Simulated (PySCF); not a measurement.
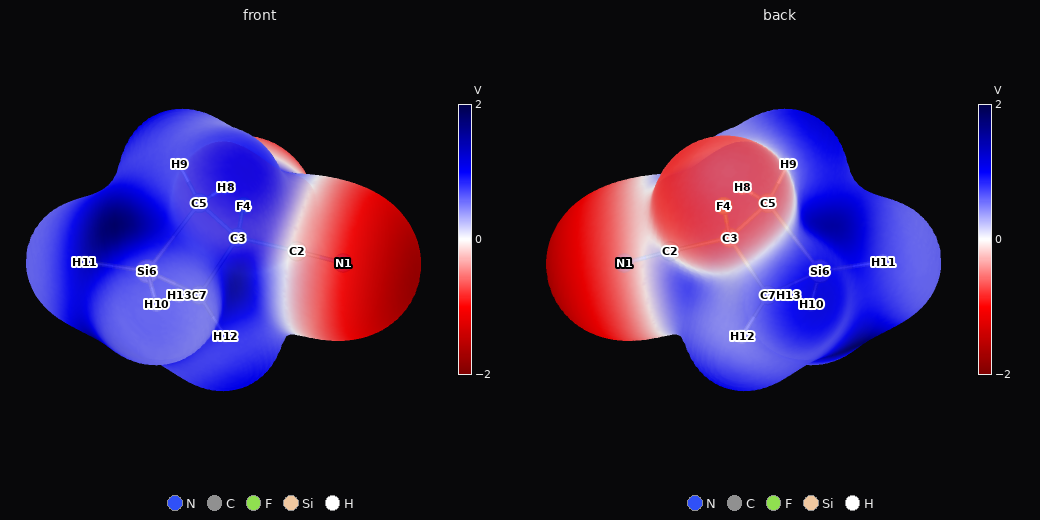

Figure 1: C$_{4}$H$_{6}$FNSi (SMILES N#CC1(F)C[SiH2]C1). The electrostatic potential painted on the density surface at 0.002 e/bohr³, seen from the front and from behind; red is negative and blue positive.

Geometry: GFN2-xTB.

Level of theory: PBE0/pcSseg-1, SCF density, gas phase, non-relativistic in PySCF 2.14.0.

The calculation's input:

```
{"job": {"xc": "PBE0", "basis": "pcSseg-1", "kind": "nmr", "pop": true}, "charge": 0, "multiplicity": 1}
N     -2.887628    -0.061996    -0.878760
C     -1.933364    -0.169031    -0.258831
C     -0.694945    -0.282530     0.481083
F     -0.969372    -0.805127     1.736318
C      0.044023     1.069984     0.571688
Si     1.438542     0.418927    -0.569466
C      0.349235    -1.129885    -0.277326
H     -0.560116     1.910912     0.237494
H      0.334091     1.260526     1.603193
H      1.396625     0.939255    -1.931706
H      2.774633     0.379172     0.014116
H     -0.065760    -1.651498    -1.137287
H      0.769647    -1.878222     0.391756
```

Run with:

```sh
OMP_NUM_THREADS=1 python ens_run.py task.json out
```

### Describe the electrostatic potential map.

The most negative region (about −1.7 V) lies over N1, the most positive (about +1.8 V) over Si6. N1 is the likeliest acceptor of a hydrogen bond.

### What dipole moment does the calculation give?

Its dipole moment is 4.12 D.
